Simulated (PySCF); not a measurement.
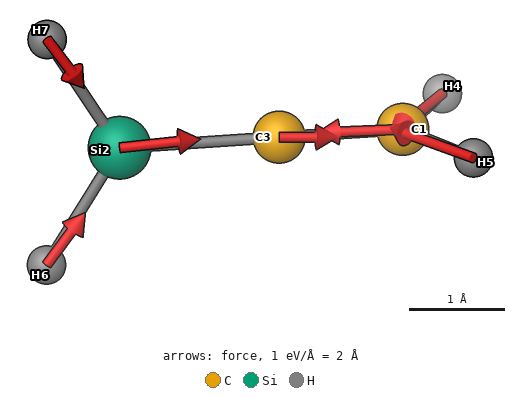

Starting geometry of C$_{2}$H$_{4}$Si with the computed forces as red arrows. The picture is a ball-and-stick view, seen at a tilt.

It is one of the separated reactants of a reaction.

Computed with RKS PBE0-D4/def2-TZVP, density fitting (PySCF). 

> Is this structure relaxed? If not, where do the atoms go?

It isn't relaxed: the largest force vector, on H atoms, is 0.63 eV/Å. The final displacements follow the starting forces only in part (cosine between the two patterns 0.80). H6 moves most after the best rigid fit: 0.039 Å. By element the largest moves are H 0.039 Å, C 0.021 Å, Si 0.020 Å. Near-neighbour distances that change, for instance: Si2–C3 1.706 → 1.683 Å, Si2–H6 1.493 → 1.474 Å, C1–H4 1.108 → 1.090 Å, C1–C3 1.322 → 1.304 Å. Over 6 geometry steps the energy falls by 3.81 kJ/mol. Cost: 35 s on 2 threads of Intel Xeon 6975P-C, on a shared host.
